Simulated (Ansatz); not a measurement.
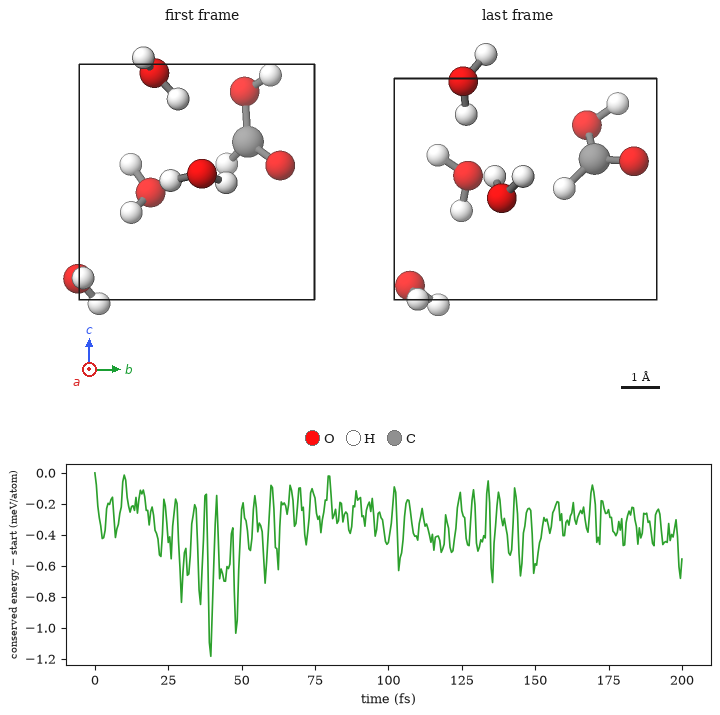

Molecular dynamics of a periodic cell with 4 H2O + 1 HCOOH at 0.824 g/cm³, 200 fs long. It starts from the last geometry of an earlier run, with fresh velocities. The picture is a ball-and-stick view of the simulation cell, seen along the a axis.

These are results of DFT LDA, scalar-relativistic, plane waves, PAW (Ansatz), not measurements. Run with plane-wave cutoff 420 eV; k-point mesh 1 × 1 × 1; Fermi-Dirac smearing 0.02 eV; Langevin thermostat and barostat (NPT); set temperature 700 K; time step 0.5 fs; friction 0.05 per fs; target pressure 0 GPa.

Input file:
```yaml
crystal:
  lattice:
    - [6.196286, 0.0, 0.0]
    - [0.0, 6.196286, 0.0]
    - [0.0, 0.0, 6.196286]
  atoms:
    - { symbol: O, position: [0.43941537, -0.00882551, 1.08499758] }
    - { symbol: H, position: [0.60584515, 0.01225099, 1.08814224] }
    - { symbol: H, position: [0.38987515, 0.08012783, 0.97908696] }
    - { symbol: O, position: [0.81663317, 0.51765614, 0.53152131] }
    - { symbol: H, position: [0.70348925, 0.62094247, 0.49319293] }
    - { symbol: H, position: [0.72754903, 0.38447288, 0.50246026] }
    - { symbol: O, position: [0.73746641, 0.31553259, 0.95915016] }
    - { symbol: H, position: [0.76191912, 0.41629091, 0.84889662] }
    - { symbol: H, position: [0.87280743, 0.26879921, 1.02425335] }
    - { symbol: O, position: [0.28957199, 0.29912382, 0.45138053] }
    - { symbol: H, position: [0.39623096, 0.21702727, 0.36675358] }
    - { symbol: H, position: [0.22170643, 0.21516785, 0.57115748] }
    - { symbol: O, position: [0.21658472, 0.69895969, 0.88066971] }
    - { symbol: C, position: [0.23145201, 0.71322288, 0.6668749] }
    - { symbol: O, position: [0.35525414, 0.85036691, 0.56623859] }
    - { symbol: H, position: [0.29705266, 0.80872296, 0.95043108] }
    - { symbol: H, position: [0.10933884, 0.62316659, 0.5727021] }
basis:
  ecutwfc: 420.0
kpoints:
  mp_grid: { grid: [1, 1, 1] }
hamiltonian:
  xc: lda
scf:
  occupations: { method: fermi_dirac, width: 0.02 }
  lower_state_search: "off"
md:
  timestep: 0.5
  n_steps: 400
  ensemble: npt_langevin
  temperature: 700.0
  initial_velocities: maxwell_boltzmann
  seed: 428396
  friction: 0.05
  pressure: 0.0
  fix_cell: [angles]
```

Command:
```bash
ansatz run input.yaml --threads 1 --pin off --max-ram 3072MiB --backend cpu --events-out ev --progress --plain --runs-dir out
```

Check the integration.

Answer. The conserved quantity stays between −1.2 and 0 meV per atom of its start. A straight-line fit has a slope that amounts to +0.0042 meV per atom over 200 fs (under 0.1 % of the mean kinetic energy), and the ripple about it is 0.9 % of the kinetic energy's fluctuation. With a drift under 2 % and a ripple under 7 %, the integration is accurate. Over the second half the temperature averages 708 K (spread ±174 K). The potential energy in the second half lies on average 51.9 meV per atom below the first frame. The mean pressure there is −0.1 GPa. The volume ends −1.7 % from the start.

Limits of the set-up: the periodic images lie only 6.2 Å apart, so the values are limited by the cell's size.

The run took 4 min on 1 thread of Intel(R) Xeon(R) Platinum 8488C (Sapphire Rapids), on a shared host, peak memory 0.39 GiB.
